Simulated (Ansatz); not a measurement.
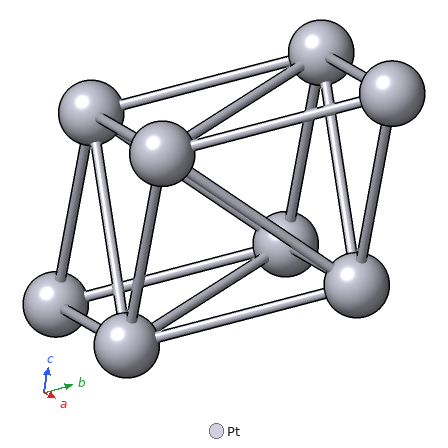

System: a slab cut from Pt (slab content Pt₅), space group Fm-3m (No. 225). The picture shows the bulk cell.

The given structure:
```xyz
1
Lattice="0.0000 1.9851 1.9851 1.9851 0.0000 1.9851 1.9851 1.9851 0.0000" Properties=species:S:1:pos:R:3 pbc="T T T"
Pt    0.0000    0.0000    0.0000
```

One of the inputs:
```
crystal:
  lattice:
    - [2.8072933478, 0.0, 0.0]
    - [-1.4036466739, 2.431187355, 0.0]
    - [0.0, 0.0, 24.1685816804]
  atoms:
    - { symbol: Pt, position: [0.6666666667, 0.3333333333, 0.3103202372] }
    - { symbol: Pt, position: [0.3333333333, 0.6666666667, 0.4051601186] }
    - { symbol: Pt, position: [0.0, 0.0, 0.5] }
    - { symbol: Pt, position: [0.6666666667, 0.3333333333, 0.5948398814] }
    - { symbol: Pt, position: [0.3333333333, 0.6666666667, 0.6896797628] }
basis:
  ecutwfc: 420
kpoints:
  mp_grid: { grid: [12, 12, 1] }
hamiltonian:
  xc: pbe
scf:
  occupations: { method: gaussian, width: 0.1 }
output:
  forces: true
  eigenvalues: true
  write_density: true
  write_potential: true
  elf: true
  volumetric_format: npy
relax:
  adjacent_minimum: "off"
  f_tol: 0.02
  max_steps: 60
efield:
  axis: 3
  dipole_correction: true
  ramp_width: 0.04
```

Command:
```bash
ansatz run input.yaml --threads 2 --pin off --max-ram 5120MiB --backend cpu --events-out ev --progress --plain --runs-dir out
```

How it was computed, with Ansatz 0.2.0: spacing and rumpling of the atomic planes of a slab cut from the relaxed bulk cell along the Miller plane (conventional indices), bottom to top, after all atoms relax, plane waves with PAW datasets, Γ-centred k mesh. Level: PBE, no spin polarisation.

space group in which the indices count 225; Miller index h 1; Miller index k 1; Miller index l 1; top plane Pt; bottom plane Pt; planes 5; surface cell (1, 1); slab thickness as cut 9.17 Å; vacuum 15 Å; surface area 6.825 Å²; surface a 2.807 Å; surface b 2.807 Å; surface angle 120 °; slab atoms 5; wave cutoff 420 eV; k mesh 12×12×1; occupations Gaussian; smearing width 0.1 eV; boundary dipole corrected.

Predict the spacing change of each pair of planes. The cases: 1–2; 2–3; 3–4; 4–5.

The least value, −0.026 Å, is that of 2–3 and 3–4, and the largest, 0.019 Å, that of 1–2 and 4–5. In rising order: 2–3 (−0.026), 3–4 (−0.026), 1–2 (0.019), 4–5 (0.019), in Å. The spacing to next, in Å, is 2.311 for 1–2, 2.266 for 2–3, 2.266 for 3–4 and 2.311 for 4–5.

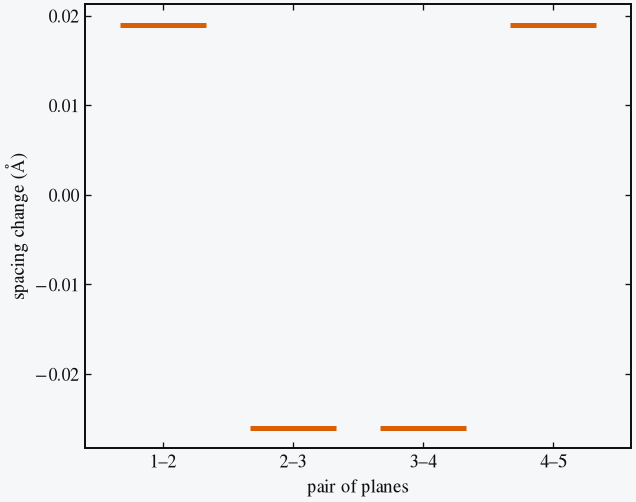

Caveats: coarse k mesh in the bulk run; k mesh lowers the symmetry in the bulk run; no spin-orbit coupling, which matters for these elements; xc potential rough in thin density.
